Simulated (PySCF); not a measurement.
C$_{10}$H$_{8}$, SMILES `C1=CC2=CC=CC=CC2=C1`.

PySCF calculation, PBE/def2-SVP, gas phase; geometry: GFN2-xTB. No frequency check shows the geometry to be a minimum.

Coordinates in Å:

```
C1      -2.6893    0.0000    0.0000
C2      -1.8866    1.1368    0.0000
C3      -0.5467    0.7436    0.0000
C4       0.5474    1.5877    0.0000
C5       1.8950    1.2576    0.0000
C6       2.4825    0.0000    0.0000
C7       1.8950   -1.2576    0.0000
C8       0.5474   -1.5877    0.0000
C9      -0.5467   -0.7436    0.0000
C10     -1.8866   -1.1368    0.0000
H11     -3.7656   -0.0001    0.0000
H12     -2.2339    2.1539    0.0000
H13      0.3158    2.6478    0.0000
H14      2.5836    2.0940    0.0000
H15      3.5669   -0.0001    0.0000
H16      2.5836   -2.0940    0.0000
H17      0.3158   -2.6478    0.0000
H18     -2.2339   -2.1539    0.0000
```

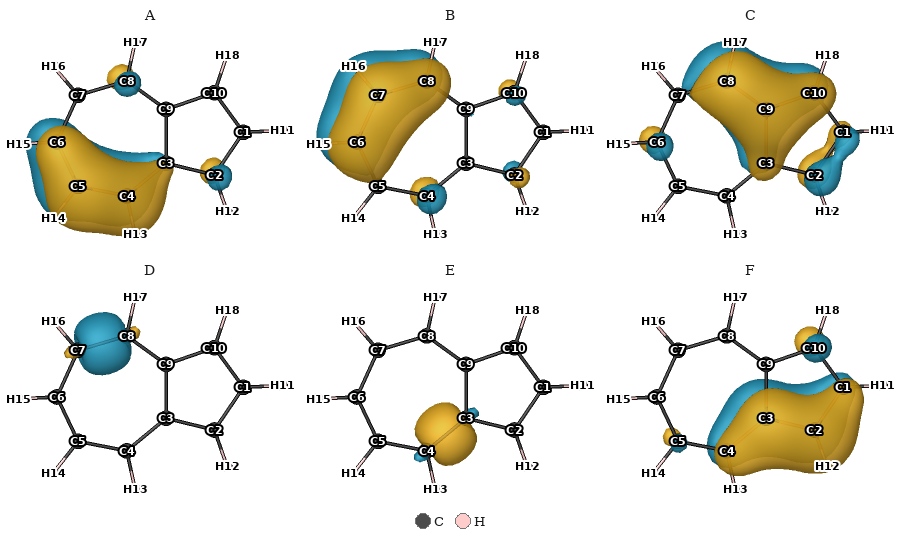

Pipek–Mezey orbitals, occupied; each surface holds about 80 % of the orbital's density. Energies are diagonal elements of the Fock matrix.

> Identify each orbital.

By panel:
- A: delocalised π orbital mainly over C5, C4 and C6 (C5 48 %, C4 31 %, C6 12 %; −7.5 eV)
- B: delocalised π orbital mainly over C7, C6 and C8 (C7 49 %, C6 30 %, C8 12 %; −7.3 eV)
- C: delocalised π orbital mainly over C9, C8 and C10 and further atoms (C9 46 %, C8 31 %, C10 9 %; −7.4 eV)
- D: σ bond C8–C7 (C8 50 %, C7 49 %; −14.8 eV)
- E: σ bond C4–C3 (C4 50 %, C3 49 %; −14.9 eV)
- F: delocalised π orbital mainly over C2, C3 and C4 and further atoms (C2 42 %, C3 40 %, C4 8 %; −7.1 eV)

> How do all the valence pairs divide up?

24 pairs: 19 σ bonds and 5 delocalised π orbitals.
